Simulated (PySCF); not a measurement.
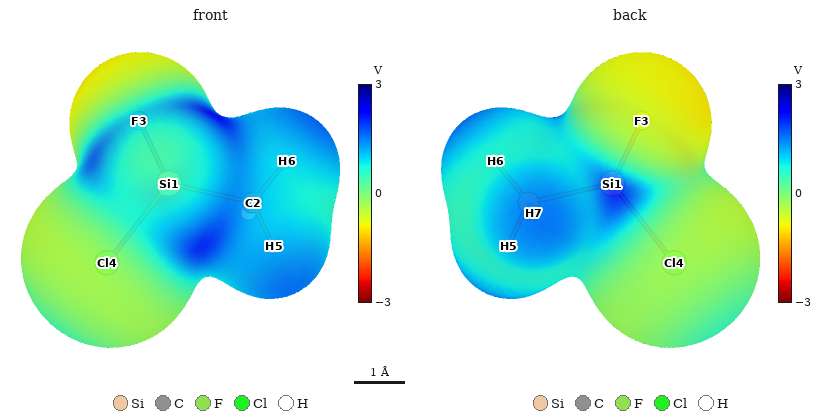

Figure. CH3ClFSi (SMILES C[Si](F)Cl) (doublet). The electrostatic potential painted on the density surface at 0.004 e/bohr³, seen from the front and from behind; red is negative and blue positive.

Geometry: PBE0-D3(BJ)/def2-SVP.

Theory: PySCF, UKS B3LYP, IGLO-III on C Cl F Si, pcH-1 on H, non-relativistic, mean-field spin-orbit, GIAO.

```yaml
atoms:
  - { symbol: Si, position_ang: [0.2334, -0.0775, 1.0644] }
  - { symbol: C, position_ang: [0.2534, -0.1780, -0.8018] }
  - { symbol: F, position_ang: [0.4182, 1.4838, 1.4875] }
  - { symbol: Cl, position_ang: [-1.6233, -0.6842, 1.7558] }
  - { symbol: H, position_ang: [0.0789, -1.2126, -1.1310] }
  - { symbol: H, position_ang: [1.2183, 0.1685, -1.2002] }
  - { symbol: H, position_ang: [-0.5495, 0.4641, -1.1993] }
```

### Which sites attract a positive test charge, and which a negative one?

A positive charge is drawn to the negative regions and a negative charge to the positive ones. The most negative region (about −1.0 V) lies over F3, the most positive (about +2.1 V) over Si1. Cl4 shows a σ-hole: about +0.5 V at the tip opposite its bond, against about −0.3 V on its flanks.
